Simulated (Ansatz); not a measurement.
AlH$_{4}$Br: several calculations on one system

Part 1: Relaxation

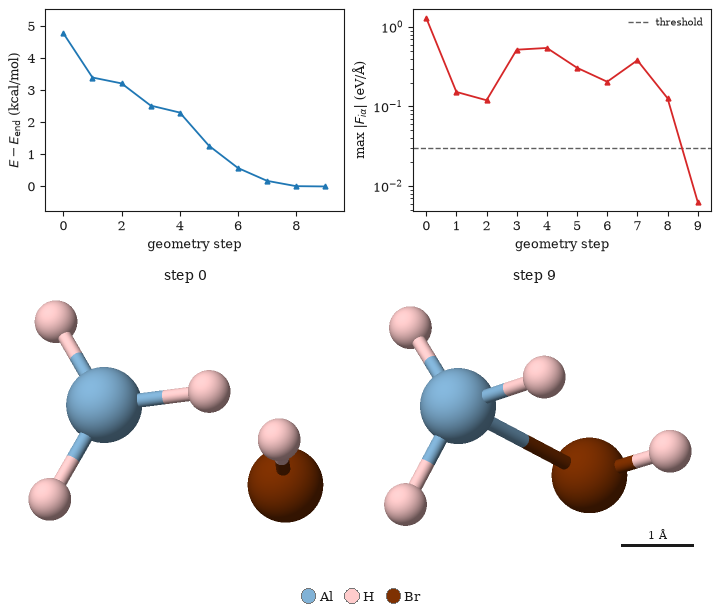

First and last geometry of a relaxation of AlH4Br, with the history of the run. The picture is a ball-and-stick view, seen at a tilt.

The run prepares an end point of a later path (reaction) calculation, from a guessed geometry.

All numbers below come from RKS B3LYP-D4/def2-SVP in Ansatz. Set-up: no spin polarisation; force threshold 0.03 eV/Å; at most 50 steps.

> What do the curves and the structures tell?

It converged. The largest move after the best rigid fit is that of the Br atom, 0.70 Å. Largest moves by element: Br 0.70 Å, H 0.68 Å, Al 0.08 Å. Near-neighbour distances that change, for instance: Al–Br 3.605 → 2.882 Å, Br–H 1.508 → 1.431 Å, Al–H 1.573 → 1.592 Å. New bonds form, among them: Al–Br (3.60 → 2.88 Å). Among the angles between lasting bonds that change: H–Al–H 122.7° → 119.7°. The energy falls by 4.78 kcal/mol in 9 geometry steps. The largest force component goes from 1.3 to 0.0063 eV/Å. Cost: 20 s on 1 thread of Arm Neoverse V2, with other jobs on the host, peak memory 0.13 GiB.

Part 2: Relaxation

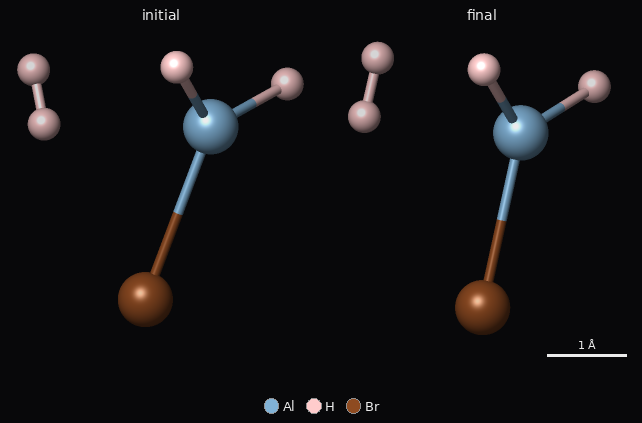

The structure of AlH$_{4}$Br before (left) and after (right) a relaxation, at one scale.

Style: ball-and-stick. Shown at a tilt.

The run prepares an end point of a later path (reaction) calculation, from a guessed geometry.

Method: RKS B3LYP-D4/def2-SVP in Ansatz. (no spin polarisation; force threshold 0.03 eV/Å; at most 50 steps)

Q: What changed between the two?

A: Over 6 accepted moves (7 points after the start) the energy falls by 14.9 kJ/mol. The largest force component goes from 1.7 to 0.015 eV/Å. The line search rejected the trial step at point 6 of the run. The atom that moves furthest after the best rigid fit is an H atom (0.37 Å). Largest moves by element: H 0.37 Å, Br 0.27 Å, Al 0.18 Å. Some distances before and after: Al–H 2.470 → 2.334 Å, Al–Br 2.374 → 2.282 Å, H–H 0.721 → 0.765 Å, Al–H 1.571 → 1.575 Å. Among the angles between lasting bonds that change: H–Al–H 126.0° → 123.9°. Cost: 16 s on 1 thread of Arm Neoverse V2, on a shared host, peak memory 0.13 GiB.

Limits of the set-up: the start holds two separate molecules, 2.5 Å apart at their closest, whose relative position is a soft coordinate.

Part 3: Path

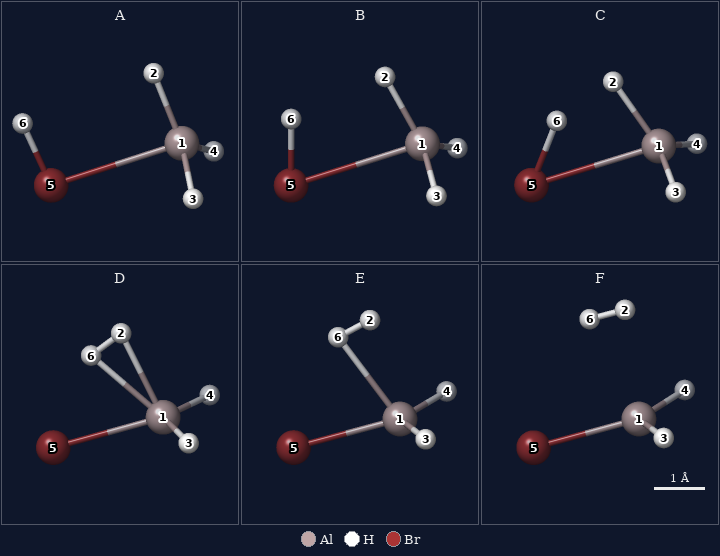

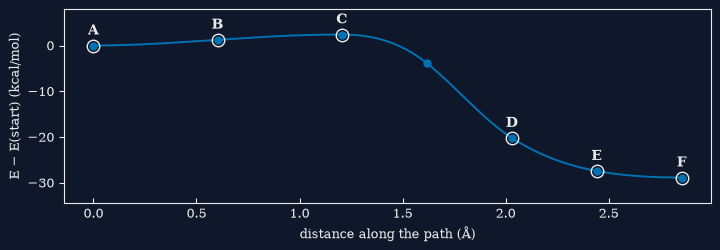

A nudged-elastic-band calculation for AlH₄Br. Images are numbered from 0 (start) to 6 (end). Frames A to F are images 0, 1, 2, 4, 5, 6. Style: ball-and-stick. Shown at a tilt.

Computed with RKS B3LYP-D4/def2-SVP in Ansatz. Set-up: 5 movable images; climbing image; force threshold 0.03 eV/Å; iteration limit 60; starting path through a guess of the saddle point.

Q: Describe the mechanism and the energy profile.

A: Forward barrier 2.4 kcal/mol, backward barrier 31.3 kcal/mol, with image 2 at the top; the reaction energy is −28.9 kcal/mol. Breaking: Al1–H2 (1.59 → 1.63 at the top → 2.36 Å), Br5–H6 (1.43 → 1.51 at the top → 3.07 Å). Forming: H2–H6 (2.96 → 1.47 at the top → 0.76 Å). The band is converged. At the top, the vibrational analysis gives one imaginary mode (304i cm⁻¹), as a transition state must have.

The run took 89 s on 1 thread of Arm Neoverse V2, with other jobs on the host, peak memory 0.14 GiB.
